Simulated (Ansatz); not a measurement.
Consider Cl2GaH···HCl.

Input file:

```
crystal:
  periodic: [false, false, false]
  atoms:
    - { symbol: Ga, position_ang: [0.0, 0.0, 0.0] }
    - { symbol: H, position_ang: [0.0, 0.0, 1.92] }
    - { symbol: Cl, position_ang: [1.9398, 0.0, -1.12] }
    - { symbol: Cl, position_ang: [-1.9398, 0.0, -1.12] }
    - { symbol: Cl, position_ang: [0.1062, -2.4081, 0.8009] }
    - { symbol: H, position_ang: [0.0434, -0.9851, 1.9581] }
basis:
  gaussian: { orbitals: def2-SVP }
hamiltonian:
  xc: pbe
  dispersion: d4
relax:
  f_tol: 0.15
  max_steps: 25
  restrain:
    - { distance: [0, 4], at: 3.44, k: 30.0 }
    - { distance: [5, 1], at: 1.86, k: 30.0 }
    - { distance: [0, 1], at: 1.57, k: 30.0 }
    - { distance: [5, 4], at: 1.37, k: 30.0 }
output:
  orbitals: {}
```

Command:

```sh
ansatz run input.yaml --threads 2 --pin off --max-ram 3072MiB --backend cpu --events-out ev --progress --plain --runs-dir out
```

The fields are those of the run's last geometry, not of the input's.

Not at a stationary point (largest force 1.0 eV/Å).

Method: RKS PBE-D4/def2-SVP in Ansatz.

**What can the converged electron density and electron localisation function tell about the bonding?**

Ga–Cl (2.15 Å): ρ at the midpoint is about 0.68 e/Å³; the ELF peaks at about 0.80 in the valence shell of Cl, 0.8 Å from its nucleus, and is about 0.55 at the midpoint.
Ga–H (1.57 Å): ρ is about 0.97 e/Å³ halfway; the ELF climbs to about 1 towards the hydrogen.

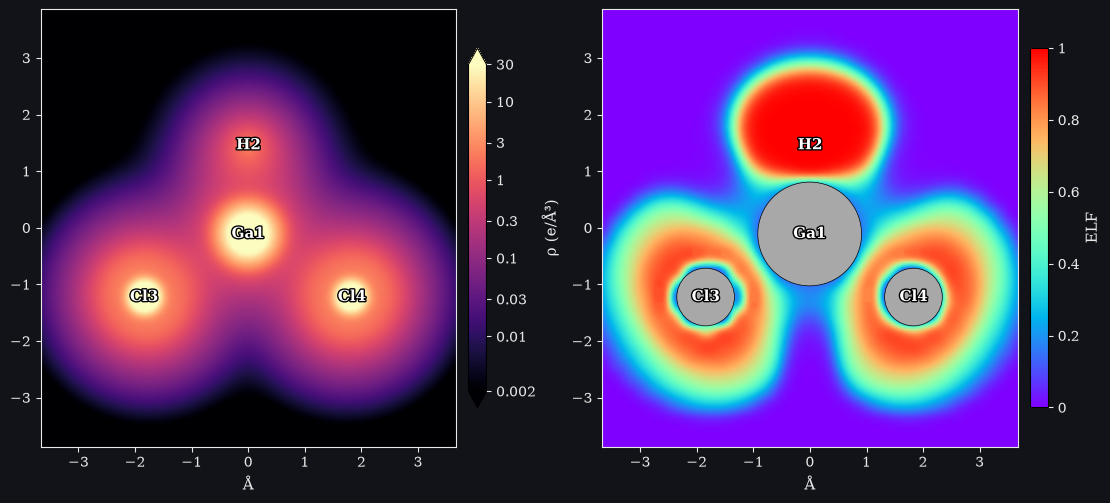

Computed electron density and electron localisation function on the plane of atoms H2, Ga1 and Cl3, in this order. Grey discs cover the atomic cores in the ELF map. 
